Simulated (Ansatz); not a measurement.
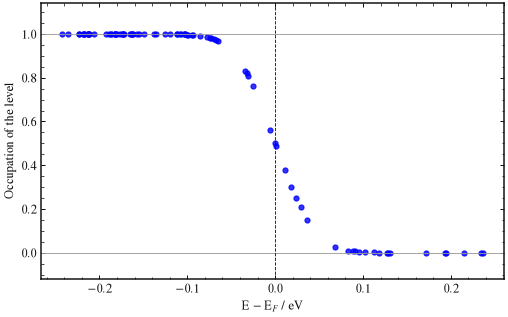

Occupations of the one-electron levels of the k mesh against their energy, from a run on EuI₃, space group Fm-3m (No. 225), 4 atoms in the cell, with Ansatz.

Which smearing scheme was used (Fermi-Dirac, Gaussian, Methfessel-Paxton or cold), and about what width?

Gaussian smearing with a width of 0.05 eV. The occupations stay between 0 and 1 and die off fast, as an error function; the slope at the Fermi level is 1/(√π × width).
